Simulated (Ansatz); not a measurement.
# What BaPbS3 (model cell, started as cubic perovskite with Pb in the octahedra) distorts into, part 2 of 3

Aim: this structure of BaPbS3 (model cell, started as cubic perovskite with Pb in the octahedra) is to be tested for unstable modes, and one is followed downhill.

Ansatz 0.2.0; DFT PBEsol, scalar-relativistic, plane waves, PAW; PAW set soft_1.

So far, highest frequency on the path or at a solved wavevector (cm⁻¹): step 2 (response at finite wavevector) 325. Also lowest frequency on the path (cm⁻¹): step 2 -103.

The structure was built from a prototype and need not be the compound's stable phase.

## 4. The mode frozen in, largest atomic shift 0.6 Å

The atoms are moved along the unstable eigenvector, the largest shift by 0.6 Å, with the cell fixed.

Contents of input.yaml:

```yaml
crystal:
  lattice:
    - [5.1559839981, 5.1559839981, 0.0]
    - [5.1559839981, 0.0, 5.1559839981]
    - [5.1559839981, 0.0, -5.1559839981]
  atoms:
    - { symbol: Ba, position: [0.0, 0.5, 0.5] }
    - { symbol: Ba, position: [0.0, 0.0, 0.0] }
    - { symbol: Pb, position: [0.5, 0.25, 0.75] }
    - { symbol: Pb, position: [0.5, 0.75, 0.25] }
    - { symbol: S, position: [0.4177142387, 0.5, 0.5] }
    - { symbol: S, position: [0.5822857613, 0.0, 0.0] }
    - { symbol: S, position: [0.0, 0.0822857613, 0.5] }
    - { symbol: S, position: [0.0, 0.4177142387, 0.0] }
    - { symbol: S, position: [0.4177142387, 0.5822857613, 0.0] }
    - { symbol: S, position: [0.5822857613, -0.0822857613, 0.5] }
kpoints:
  mp_grid: { grid: [8, 8, 8] }
hamiltonian:
  xc: pbesol
  pseudopotentials: { kind: paw, azcp: { folder: soft_1 }, xc_functional: pbe }
scf:
  occupations: { method: methfessel_paxton, width: 0.2 }
output:
  forces: true
  stress: true
  eigenvalues: true
```

Run with:

```
$ ansatz run input.yaml --threads 4 --pin off --max-ram 16384MiB --backend cpu --events-out ev --progress --plain --runs-dir out
```

Numbers of over 12 decimals in the logs are rounded to 6 here.

Log:

```text
[...]
Crystal: 10 atoms, lattice volume = 274.135 Å³
Basis set: ecut = 420 eV, 5329 PW (Γ), exchange–correlation on 100×100×100 points (8 copies of the dense FFT grid, shifted against one another)
Bands: 52, of which v1, the nominal top of the filled ones, is band 42 counted from 1 (41 counted from 0)
Symmetry: 12 space group operations
[...]
k-points: 65 of 512
[...]
k-point 0: bands = [... 38 lower, 5.8546, 6.1194, 6.1229, 6.1229, 6.3381, 9.4702, 9.5079, 9.5079, ... 6 higher]
  k-point 1: bands = [... 38 lower, 5.8481, 5.9018, 6.0590, 6.0590, 6.4221, 8.8496, 9.6863, 9.6863, ... 6 higher]
  k-point 2: bands = [... 38 lower, 5.8331, 5.8331, 5.8890, 5.8890, 6.5166, 8.1234, 10.1714, 10.1714, ... 6 higher]
  k-point 64: bands = [... 38 lower, 5.6512, 5.7557, 5.8028, 6.2499, 7.3732, 7.3820, 10.2633, 10.7576, ... 6 higher]
[key lines of the parts left out:]
SCF converged after 10 iterations
Free energy (F): -40557.411135 eV
Fermi energy:    6.310141 eV
P = ⅓ Tr σ = -0.5886 GPa (-5.886 kbar)
```

It took 17 s on 4 threads of Arm Neoverse V2, shared host; peak memory 1.1 GiB.

Numbers from this step:

```
pressure                         : -0.5886 GPa
energy from the undistorted cell : -66.30 meV/atom
```

The energy, extrapolated to zero smearing, is -66.30 meV/atom against the undistorted cell.

The run ends at a pressure of -0.59 GPa, with forces up to 0.11 eV/Å.

## 5. Energy along the mode, all amplitudes (two of the runs are shown above)

An imaginary frequency means negative curvature, so the energy should fall and then rise again as anharmonic terms take over.

This step gave:

```yaml
depth_at_the_lowest_point_sampled: 66.30 meV/atom
largest_atomic_shift_at_that_point: 0.6 Å
```

Table of energy from the parent by largest atomic shift:

```
largest atomic shift (Å)  energy from the parent (meV/atom)
                   0.000                                  0
                   0.040                             -0.668
                   0.080                              -2.66
                   0.140                              -8.03
                   0.220                              -19.0
                   0.320                              -36.4
                   0.450                              -58.5
                   0.600                              -66.3
```

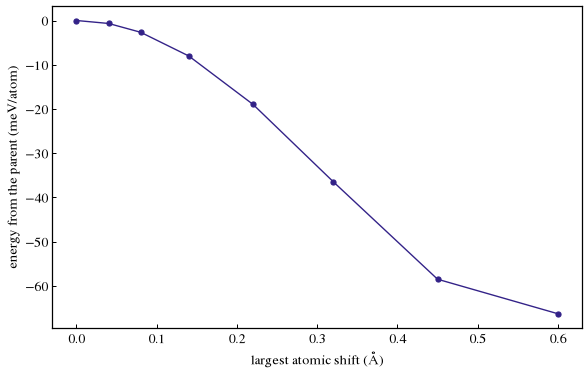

Energy from the parent against largest atomic shift.

Displacement at unit largest shift by atom:

```
atom   x (Å)   y (Å)   z (Å)   size
 Ba1   0.000   0.000   0.000  0.000
 Ba2   0.000   0.000   0.000  0.000
 Pb3   0.000   0.000   0.000  0.000
 Pb4   0.000   0.000   0.000  0.000
  S5  -0.707  -0.707   0.000  1.000
  S6   0.707   0.707   0.000  1.000
  S7   0.707   0.000   0.707  1.000
  S8  -0.707   0.000  -0.707  1.000
  S9   0.000  -0.707   0.707  1.000
 S10   0.000   0.707  -0.707  1.000
```

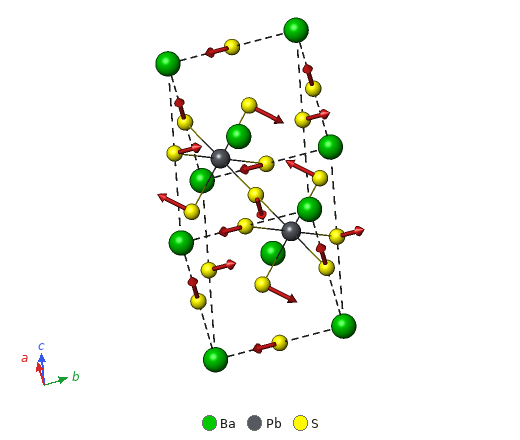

Displacement at unit largest shift as arrows, the longest 1.000 Å. Some periodic images of atoms are drawn too.

The lowest of the steps tried is the last one, at 0.6 Å, 66.3 meV/atom below the parent; the bottom of the well need not coincide with a step.

## 6. Relaxing from the distorted cell

Starting from the lowest point found, all atoms and the cell are let go, so that strain and other modes of the same symmetry can join in.

Edit input.yaml of step 4 so:

```diff
@@ -27 +27,6 @@
   eigenvalues: true
+relax:
+  adjacent_minimum: "off"
+  f_tol: 0.002
+  max_steps: 120
+  cell: { stress_tol: 0.03 }
```

Log:

```text
[...]
Crystal: 10 atoms, lattice volume = 274.135 Å³
Basis set: ecut = 420 eV, 5329 PW (Γ), exchange–correlation on 100×100×100 points (8 copies of the dense FFT grid, shifted against one another)
Bands: 52, of which v1, the nominal top of the filled ones, is band 42 counted from 1 (41 counted from 0)
Symmetry: 12 space group operations
[...]
k-points: 65 of 512
[...]
SCF iter   1: F=—  HF=-40562.939948 eV  |F-HF|=—  |Δ(HF+E_count)|=         —  Δρ=3.85e-2  dr2=1.47e1  ethr=3.10e-3  ⟨swp⟩=12.4  Hψ=20027  notcnv=0
[...]
SCF iter  10: F=-40557.411135 eV  HF=-40557.411135 eV  |F-HF|=3.06e-9  |Δ(HF+E_count)|=   1.01e-8  S|Δr|=    0.00e0  Δρ=1.76e-6  dr2=1.33e-8  ethr=1.19e-10  ⟨swp⟩=21.0  Hψ=24266  notcnv=0
SCF 1 converged in 10 iterations: F = -40557.411135 eV  dr2 = 1.33e-8
[...]
relax step   1: F+E_penalty+E_count = -40557.41113475 eV  Δ(F+E_penalty+E_count) = +0.000e0 eV  max|allowed force component| = 7.613e-2 eV/Å  Δτ_max = 0.0000 Å  P = -0.589 GPa  Ω = 274.135 Å³  (10 SCF iters, dr2 threshold 1.00e-7 eV, accepted)
Crystal: 10 atoms, lattice volume = 268.562 Å³
Basis set: ecut = 420 eV, 5239 PW (Γ), exchange–correlation on 100×100×100 points (8 copies of the dense FFT grid, shifted against one another)
[...]
SCF iter   6: F=-40557.617201 eV  HF=-40557.617201 eV  |F-HF|=2.85e-7  |Δ(HF+E_count)|=   2.26e-7  S|Δr|=    0.00e0  Δρ=1.02e-5  dr2=5.88e-7  ethr=1.19e-9  ⟨swp⟩=12.0  Hψ=19223  notcnv=0
SCF 2 converged in 6 iterations: F = -40557.617201 eV  dr2 = 5.88e-7
[...]
relax step   2: F+E_penalty+E_count = -40557.61720062 eV  Δ(F+E_penalty+E_count) = -2.061e-1 eV  max|allowed force component| = 1.773e-2 eV/Å  Δτ_max = 0.0018 Å  P = -0.101 GPa  Ω = 268.562 Å³  energy of the carried Pulay correction = +7.756e-4 eV  (6 SCF iters, dr2 threshold 1.00e-6 eV, accepted)
Crystal: 10 atoms, lattice volume = 265.033 Å³
Basis set: ecut = 420 eV, 5185 PW (Γ), exchange–correlation on 100×100×100 points (8 copies of the dense FFT grid, shifted against one another)
[...]
SCF iter   6: F=-40557.648711 eV  HF=-40557.648711 eV  |F-HF|=1.40e-8  |Δ(HF+E_count)|=   4.16e-7  S|Δr|=    0.00e0  Δρ=6.37e-6  dr2=1.99e-7  ethr=1.19e-9  ⟨swp⟩=12.0  Hψ=19335  notcnv=0
SCF 3 converged in 6 iterations: F = -40557.648711 eV  dr2 = 1.99e-7
relax step   3: F+E_penalty+E_count = -40557.64871093 eV  Δ(F+E_penalty+E_count) = -3.151e-2 eV  max|allowed force component| = 1.282e-2 eV/Å  Δτ_max = 0.0446 Å  P = +0.231 GPa  Ω = 265.033 Å³  energy of the carried Pulay correction = +1.275e-3 eV  (6 SCF iters, dr2 threshold 1.00e-6 eV, accepted)
[...]
relax step   4: F+E_penalty+E_count = -40557.65050589 eV  Δ(F+E_penalty+E_count) = -1.795e-3 eV  max|allowed force component| = 2.729e-3 eV/Å  Δτ_max = 0.0116 Å  P = -0.093 GPa  Ω = 266.919 Å³  energy of the carried Pulay correction = +1.007e-3 eV  (5 SCF iters, dr2 threshold 2.70e-7 eV, accepted)
[...]
relax step   5: F+E_penalty+E_count = -40557.65072371 eV  Δ(F+E_penalty+E_count) = -2.178e-4 eV  max|allowed force component| = 1.805e-4 eV/Å  Δτ_max = 0.0011 Å  P = +0.001 GPa  Ω = 266.459 Å³  energy of the carried Pulay correction = +1.072e-3 eV  (5 SCF iters, dr2 threshold 2.89e-8 eV, accepted)
Basis set: ecut = 420 eV, 5245 PW (Γ), exchange–correlation on 108×108×96 points (8 copies of the dense FFT grid, shifted against one another)
[...]
SCF iter   7: F=-40557.650550 eV  HF=-40557.650550 eV  |F-HF|=7.28e-12  |Δ(HF+E_count)|=  7.28e-12  S|Δr|=    0.00e0  Δρ=2.25e-8  dr2=1.10e-12  ethr=1.00e-12  ⟨swp⟩=5.0  Hψ=11863  notcnv=0
SCF 6 converged in 7 iterations: F = -40557.650550 eV  dr2 = 1.10e-12
relax step   6: F+E_penalty+E_count = -40557.65055005 eV  Δ(F+E_penalty+E_count) = +1.737e-4 eV  max|allowed force component| = 2.165e-4 eV/Å  Δτ_max = 0.0000 Å  P = -0.000 GPa  Ω = 266.459 Å³  stress off target by 9.07e-3 GPa  SCF on the basis re-selected at this cell (its energy is not comparable with the rows above)  (7 SCF iters)
basis re-selected at this cell: Δ(F+E_penalty+E_count) = +1.737e-4 eV, ΔP = -0.001 GPa vs the last step (what re-selecting the basis moved, of the pressure what is left beyond the Pulay correction that the steps carried, after the strain that the cell walked since its last selection, with what the two solves' SCF thresholds leave and, on support functions, any second-order correction that the steps lacked; it is no measure of the basis error at this ecutwfc). The dense FFT grid was sized anew with the basis: this SCF ran on 54×54×48 points, the steps before it on 50×50×50, so part of this shift can come from that change (see relax.cell in the input reference). [rest of the remark cut]
SCF converged after 7 iterations
[...]
Free energy (F): -40557.650550 eV
[...]
Internal energy: -40557.674740 eV  (E = F + TS)
E sigma→0 (E₀):  -40557.656597 eV
Entropy (-TS):   0.024190 eV (2.419 meV/atom)
Fermi energy:    6.803436 eV
Step filling:    the computed levels leave a gap of 0.0592 eV = 0.3 smearing widths at the electron count; against every level under it full and every level over it empty, smearing changes F+E_penalty+E_count by +13.144 meV and its σ→0 estimate by +7.097 meV
[...]
--- Forces (eV/Å), atoms counted from 1 ---
  atom   1  Ba     0.00000000     0.00000000     0.00000000
  atom   2  Ba    -0.00000000     0.00000000    -0.00000000
  atom   3  Pb     0.00000000     0.00000000     0.00000000
  atom   4  Pb     0.00000000     0.00000000    -0.00000000
  atom   5  S     -0.00021654    -0.00021654     0.00000000
  atom   6  S      0.00021654     0.00021654    -0.00000000
  atom   7  S      0.00021654    -0.00000000     0.00021654
  atom   8  S     -0.00021654     0.00000000    -0.00021654
  atom   9  S     -0.00000000    -0.00021654     0.00021654
  atom  10  S      0.00000000     0.00021654    -0.00021654
  max |Σ_I F_I| component: 2.33e-18 eV/Å
--- Stress (GPa, compression-positive) ---
       -0.000281       0.004394       0.004394
        0.004394      -0.000281      -0.004394
        0.004394      -0.004394      -0.000281
  P = ⅓ Tr σ = -0.0003 GPa (-0.003 kbar)
--- Band table (eV; the first three rows and the last of 65) ---
  k-point 0: bands = [... 38 lower, 6.1974, 6.6746, 6.6746, 6.7702, 6.8294, 9.1785, 9.8057, 10.1755, ... 6 higher]
  k-point 1: bands = [... 38 lower, 6.0489, 6.4699, 6.6104, 6.6104, 6.9559, 8.9118, 9.9646, 10.3416, ... 6 higher]
  k-point 2: bands = [... 38 lower, 5.9579, 6.0216, 6.3131, 6.3131, 7.0060, 8.3361, 10.3349, 10.7648, ... 6 higher]
  k-point 64: bands = [... 38 lower, 6.0014, 6.0224, 6.3796, 6.6955, 7.7310, 7.7684, 10.4954, 10.8864, ... 6 higher]
--- Relaxed structure (5 steps of the walk, 5 accepted, 1 SCFs on fresh bases) ---
  F+E_penalty+E_count = -40557.65055005 eV   max|allowed force component| = 2.165e-4 eV/Å   (the final SCF, on the basis selected at the relaxed cell)
  cell:  # Å, volume = 266.4591 Å³
    - [5.294352, 5.294352, -2.7755575615628914e-17]
    - [5.294352, 0.0, 5.294352]
    - [4.933503, 0.360849, -4.933503]
  atoms:
    - { symbol: Ba, position: [6.7220534694101275e-18, 0.5, 0.500000] }
    - { symbol: Ba, position: [2.5654203948649727e-19, -2.0502335122896258e-19, 0] }
    - { symbol: Pb, position: [0.5, 0.25, 0.75] }
    - { symbol: Pb, position: [0.5, 0.75, 0.250000] }
    - { symbol: S, position: [0.413287, 0.500000, 0.500000] }
    - { symbol: S, position: [0.586713, -1.4746641312641878e-18, 1.7074090294329436e-18] }
    - { symbol: S, position: [3.469446951953614e-18, 0.086713, 0.5] }
    - { symbol: S, position: [0.0, 0.413287, 0.0] }
    - { symbol: S, position: [0.413287, 0.586713, -1.1102230246251565e-16] }
    - { symbol: S, position: [0.586713, -0.086713, 0.5] }
```

The job ended after 86 s (4 threads; peak memory 1.1 GiB).

Relaxation path:

```
step  energy less that of the first step (eV)  largest force component (eV/Å)  pressure (GPa)  volume (Å³)
   1                                   0.0000                          0.0761           -0.59       274.14
   2                                  -0.2061                          0.0177           -0.10       268.56
   3                                  -0.2376                          0.0128            0.23       265.03
   4                                  -0.2394                          0.0027           -0.09       266.92
   5                                  -0.2396                          0.0002            0.00       266.46
  6*                                  -0.2394                          0.0002            0.00       266.46
```

Relaxation steps marked * repeat the geometry before them on a plane-wave basis chosen anew for their cell, so energy and pressure can jump there.

The run keeps the 12 symmetry operations that it works with, so distortions that break them were not tested.

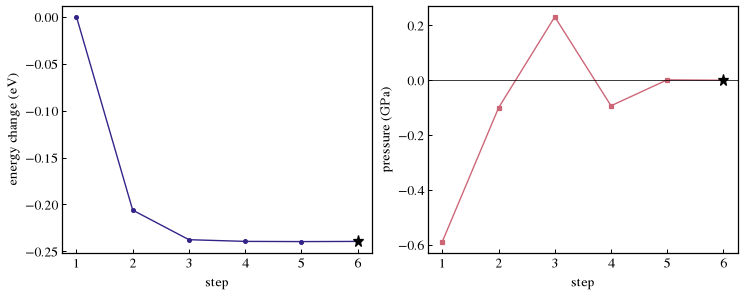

Energy and pressure along the relaxation. Stars mark steps on a basis chosen anew.

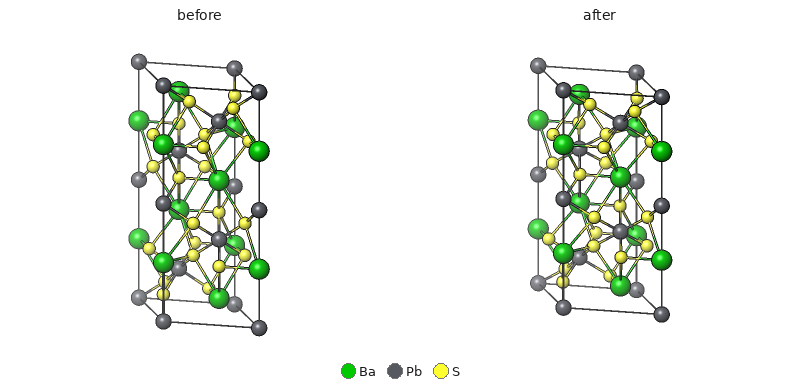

Before and after, at one scale. Bonds to atoms that aren't drawn are left out.

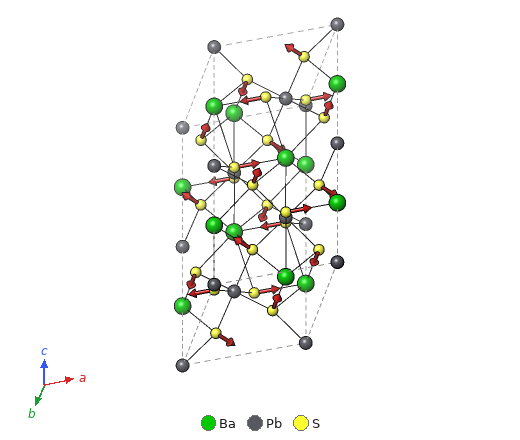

Displacements in the relaxation, exaggerated, measured against the changing cell; the longest in the cell stands for 0.03 Å. Bonds to atoms that aren't drawn are left out. Some periodic images of atoms are drawn too.

```
conventional cell, symmetrised  before   after  change
                         a (Å)   7.292   7.487  +2.7 %
                         b (Å)   7.292   7.487  +2.7 %
                         c (Å)  17.861  16.465  -7.8 %
              volume (Å³/atom)   27.41   26.65  -2.8 %
```

The atoms that moved most (Å, as changes of fractional coordinates times the final cell):

```
atom      dx      dy      dz  length
 S10   0.000   0.023  -0.023   0.033
  S7   0.023   0.000   0.023   0.033
  S6   0.023   0.023   0.000   0.033
  S9   0.000  -0.023   0.023   0.033
  S8  -0.023   0.000  -0.023   0.033
  S5  -0.023  -0.023   0.000   0.033
```

This step gave:

```yaml
pressure: -2.81e-4 GPa
volume_per_atom: 26.65 Å³
gap_on_the_k_mesh: 0.05916 eV
```

The distorted start has space group R-3c; the relaxation ends in R-3c.

## 7. The new phase in its own primitive cell

The relaxed structure is symmetrised, reduced to its primitive cell and relaxed tightly, as its phonons need.

Contents of input.yaml:

```yaml
crystal:
  lattice:
    - [3.7436721415, 2.1614101187, 5.4883823497]
    - [-3.7436721415, 2.1614101187, 5.4883823497]
    - [0.0, -4.3228202373, 5.4883823497]
  atoms:
    - { symbol: Ba, position: [0.25, 0.25, 0.25] }
    - { symbol: Ba, position: [0.75, 0.75, 0.75] }
    - { symbol: Pb, position: [0.5, 0.5, 0.5] }
    - { symbol: Pb, position: [0.0, 0.0, 0.0] }
    - { symbol: S, position: [0.6632872763, 0.25, 0.8367127237] }
    - { symbol: S, position: [0.3367127237, 0.75, 0.1632872763] }
    - { symbol: S, position: [0.8367127237, 0.6632872763, 0.25] }
    - { symbol: S, position: [0.1632872763, 0.3367127237, 0.75] }
    - { symbol: S, position: [0.75, 0.1632872763, 0.3367127237] }
    - { symbol: S, position: [0.25, 0.8367127237, 0.6632872763] }
kpoints:
  mp_grid: { grid: [6, 6, 6] }
hamiltonian:
  xc: pbesol
  pseudopotentials: { kind: paw, azcp: { folder: soft_1 }, xc_functional: pbe }
scf:
  occupations: { method: methfessel_paxton, width: 0.2 }
output:
  forces: true
  stress: true
  eigenvalues: true
relax:
  adjacent_minimum: "off"
  f_tol: 0.001
  max_steps: 60
  cell: { stress_tol: 0.01 }
```

Log:

```text
[...]
Crystal: 10 atoms, lattice volume = 266.459 Å³
Basis set: ecut = 420 eV, 5245 PW (Γ), exchange–correlation on 96×96×96 points (8 copies of the dense FFT grid, shifted against one another)
Bands: 52, of which v1, the nominal top of the filled ones, is band 42 counted from 1 (41 counted from 0)
Symmetry: 12 space group operations
[...]
k-points: 32 of 216
[...]
- { symbol: Pb, position: [0.5, 0.5, 0.5] }
    - { symbol: Pb, position: [0.0, 0.0, 0.0] }
    - { symbol: S, position: [0.663287, 0.250000, 0.8367127237] }
    - { symbol: S, position: [0.336713, 0.75, 0.163287] }
    - { symbol: S, position: [0.8367127237, 0.663287, 0.250000] }
    - { symbol: S, position: [0.1632872763, 0.3367127237, 0.75] }
    - { symbol: S, position: [0.75, 0.163287, 0.3367127237] }
    - { symbol: S, position: [0.25, 0.8367127237, 0.663287] }
[key lines of the parts left out:]
SCF converged after 7 iterations
Free energy (F): -40557.649617 eV
Fermi energy:    6.802062 eV
P = ⅓ Tr σ = -0.0023 GPa (-0.023 kbar)
```

It took 18 s on 4 threads; peak memory 0.87 GiB.

Little changed from the start: no atom moved by 0.005 Å and no cell edge by 0.1 %.

This step gave:

| Quantity | Value |
| --- | --- |
| pressure | -0.002251 GPa |
| gap on the k-mesh | 0.05863 eV |
| direct gap on mesh | 0.05863 eV |

The largest force component left is 0.100 meV/Å and the pressure is -0.002 GPa, within the tolerances set. The cell now holds 26.65 Å³/atom.

[end of part 2 of 3]

[Logs are printed without paths, hosts, clocks, repeated set-up lines and the standing remarks that a program may print on its own settings, such as how far it seeks lower states.]

[Hosts, paths, dates, database ids (printed as entryN), source tags and the programs' standing remarks are cut or masked in the printed files.]
